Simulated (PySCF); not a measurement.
# C$_{5}$H$_{13}$NOSi$_{2}$: what the fields show

The calculation's input:

```
{"job": {"kind": "nmr", "xc": "PBE0", "basis": "pcSseg-1"}, "charge": 0, "multiplicity": 1}
C      2.269085     1.361405    -0.514002
C      2.052491     0.434256     0.399280
C      2.066304    -1.037581     0.135810
C      0.700237    -1.660675     0.454436
C     -0.344297    -1.189976    -0.535134
O     -0.174221    -1.302685    -1.730591
Si    -1.926630    -0.341956     0.135205
N     -3.019071    -0.532428    -1.178497
Si    -1.468980     1.829235     0.791152
H      2.482532     1.104766    -1.538562
H      2.244771     2.411882    -0.278372
H      1.835623     0.717645     1.421928
H      2.828554    -1.510283     0.762042
H      2.306193    -1.229201    -0.911340
H      0.391089    -1.412763     1.471206
H      0.770225    -2.747874     0.365962
H     -2.412409    -1.207529     1.228045
H     -2.631218    -0.780928    -2.075307
H     -3.834413     0.046290    -1.287759
H     -2.713483     2.550658     1.087207
H     -0.767591     2.625913    -0.219131
H     -0.665203     1.891215     2.015574
```

Launched as:

```sh
OMP_NUM_THREADS=1 python probes_run.py task.json out
```

Geometry: GFN2-xTB.

Computed with PBE0/pcSseg-1, SCF density, gas phase, non-relativistic (PySCF 2.14.0).

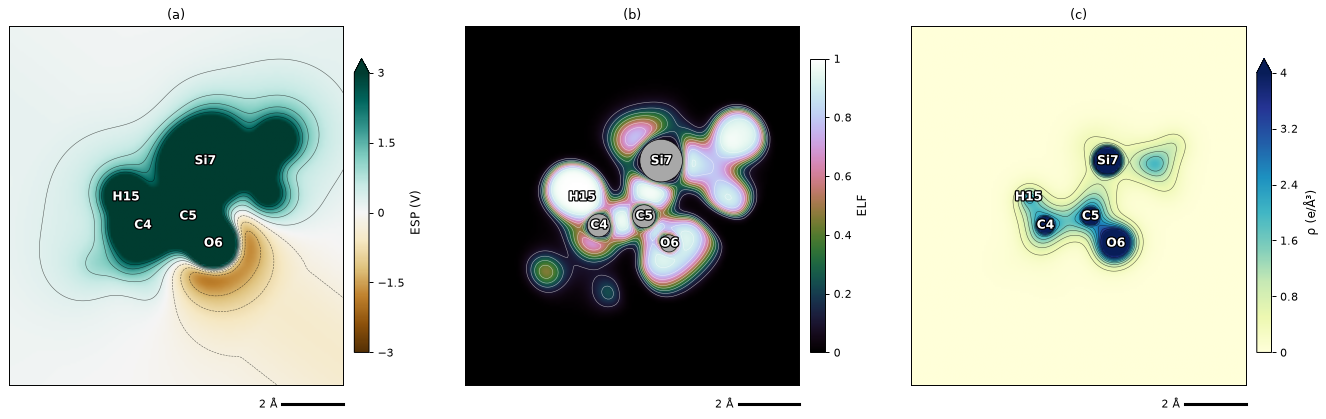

Figure 1. (a) molecular electrostatic potential; (b) electron localisation function; (c) electron density on the plane of atoms C4, C5 and O6. Grey discs cover the atomic cores in the ELF map.

Describe what can be read from this map.

Answer. The plane passes through C, O, Si and H nuclei.
C–O (1.21 Å): ρ at the midpoint is about 3.3 e/Å³; the ELF peaks at about 0.85 between the atoms: a short, multiple covalent bond.
C–Si (1.92 Å): ρ at the midpoint is about 0.93 e/Å³; the ELF peaks at about 1 between the atoms; localised, covalent bonding.
C–C (1.51 Å): ρ at the midpoint is about 1.7 e/Å³; the ELF peaks at about 0.95 between the atoms: localised, covalent bonding.
The ELF also peaks beside O6, away from the bonds: lone-pair regions.
Outside the dense part of the molecule the potential is most negative (−1.9 V) near O6.

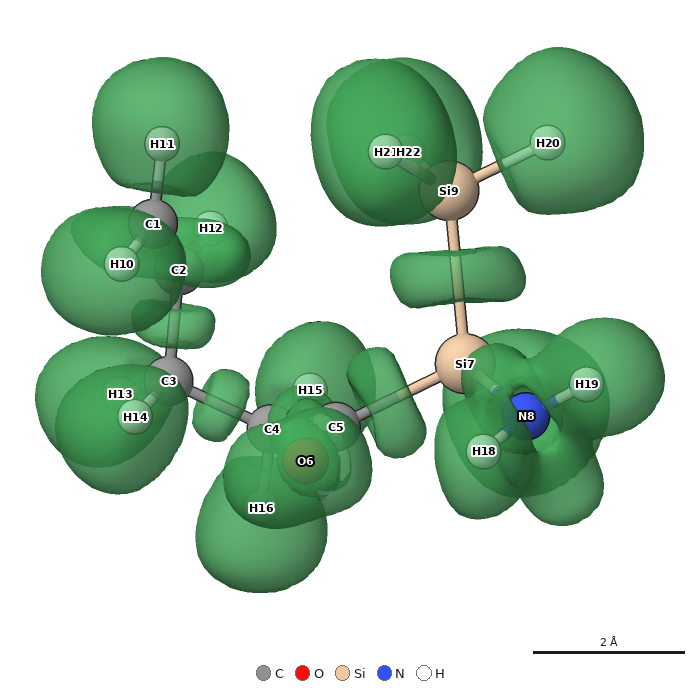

Figure 2. Isosurface of the ELF at 0.75 (green), seen at a tilt. Core shells and regions of very low density are left out.

Identify the bonds, lone pairs and shells in this picture.

Answer. At this value the surface marks out four regions between bonded C–C atoms (shared pairs), one region between bonded C–Si atoms (shared pairs), one region between bonded Si–Si atoms (shared pairs), eleven regions around hydrogen nuclei, one region on O in which the atom's valence shell and bonds are merged and one joined region spread over several atoms (H, N), in which their bonds and any lone pairs are merged. Along the contacts the grid gives the following. C–C (1.32 Å): the ELF peaks at about 0.90 between the atoms: a multiple bond.

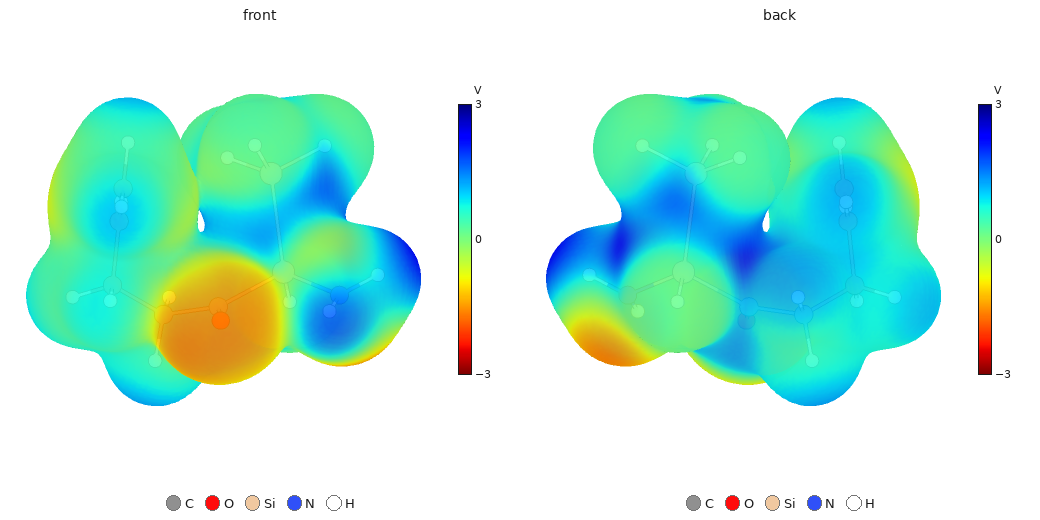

Figure 3. The molecular electrostatic potential painted on the density surface at 0.004 e/bohr³, seen from the front and from behind; the colour scale runs from red (negative) to blue (positive).

Describe the electrostatic potential map.

Answer. The most negative region (about −1.6 V, or −37 kcal/mol for a unit charge) lies over O6 and N8, the most positive (about +2.1 V, or +48 kcal/mol for a unit charge) over Si7 and H19.
